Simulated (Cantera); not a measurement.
Feed: 1 mol SiC, 0.0015 mol H2O, 810 mol H2, equilibrated at 1475 °C.

Equilibrium computed with Cantera from the NASA thermochemical tables; the gas is ideal and each condensed phase is pure. Candidate condensed phases: C, C6H6, C7H8, C8H18, H2O, Si, SiC, SiO2; 123 gas species. Mutual solubility and eutectic melting of coexisting phases are not modelled. Gases not in the tables: Si2H6 and higher silanes. Equilibrium is a limit: real reactors are often held back by kinetics, nucleation or transport.

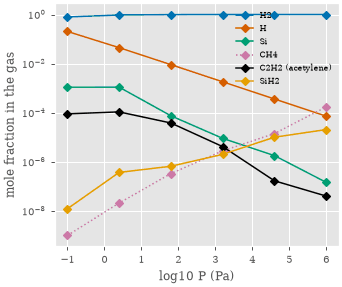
Figure. Equilibrium gas composition (values under 1e-9 drawn at 1e-9)

At 0.100 Pa the condensed part is C(graphite). At 2.50 Pa the condensed part is C(graphite) + SiC(s). From 63.0 Pa to 0.400 bar the condensed part is SiC(s). At 10.0 bar the condensed part is Si(l) + SiC(s). The main Si-bearing gas is Si at 0.100 Pa and SiH2 at 10.0 bar. The share of Si in condensed phases is highest at 16.0 mbar (99.0 %) and lowest at 0.100 Pa (0.0 %).
